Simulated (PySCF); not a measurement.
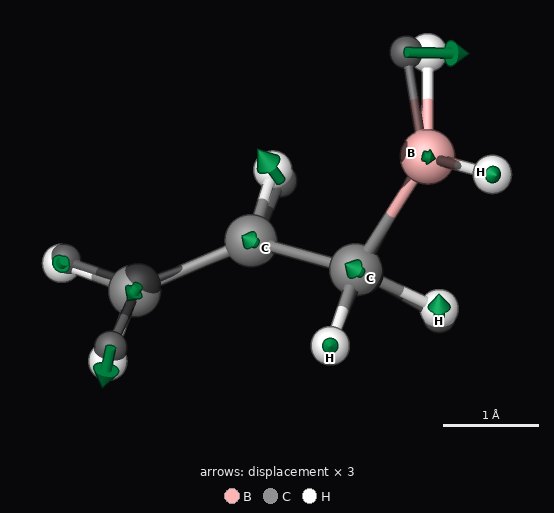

This is a relaxation of C3H7B. The starting structure is drawn faded, the final one solid; green arrows show the displacements, 3 times their true length. The two geometries are superimposed by the best rigid fit.

The picture is a ball-and-stick view, seen at a tilt.

The start comes from GFN2-xTB.

These are results of PBE0-D3(BJ)/def2-SVP geometry optimisation, gas phase (PySCF 2.14.0, density-fitted response routines), not measurements. 

### Atoms of which element are displaced furthest, and by how much?

Hydrogen: up to 0.27 Å, against 0.09 Å for carbon.

### Describe the change and its energy.

The energy falls by 0.095 eV in 8 geometry steps. The largest force component goes from 1 to 0.014 eV/Å. The atom that moves furthest after the best rigid fit is an H atom (0.27 Å). By element the largest moves are H 0.27 Å, C 0.09 Å, B 0.05 Å. Some distances before and after: B–H 1.169 → 1.211 Å, C–H 1.099 → 1.122 Å, B–C 1.571 → 1.554 Å, C–H 1.077 → 1.093 Å. Bond angles that change, for instance: B–C–H 104.8° → 96.2°, C–C–H 109.7° → 112.5°, B–C–C 116.0° → 118.4°. The run took roughly 30 core-seconds on a shared host.
